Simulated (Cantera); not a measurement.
Charge: 1 mol TiO2, 6.9 mol CO, 2.1 mol H2, at 96000 Pa.

Method: chemical equilibrium by Gibbs-energy minimisation in Cantera with the NASA 1993 tables (ideal gas, pure condensed phases). Candidate condensed phases: C, C6H6, C7H8, C8H18, H2O, Ti, TiC, TiO, TiO2, Ti2O3, Ti3O5, Ti4O7; 113 gas species. Mutual solubility and eutectic melting of coexisting phases are not modelled. Condensed phases not in the tables: Magnéli phases beyond Ti4O7. Gases not in the tables: TiO(OH)2. Equilibrium is a limit: real reactors are often held back by kinetics, nucleation or transport.

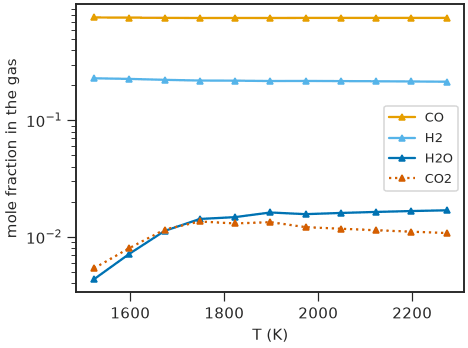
Figure. Equilibrium gas composition (values under 1e-9 drawn at 1e-9)

From 1523 K to 1673 K the condensed part is TiO2(rutile) + Ti4O7(s). From 1748 K to 1823 K the condensed part is Ti4O7(s). At 1898 K the condensed part is Ti3O5(s) + Ti4O7(s). From 1973 K to 2273 K the condensed part is Ti4O7(l).
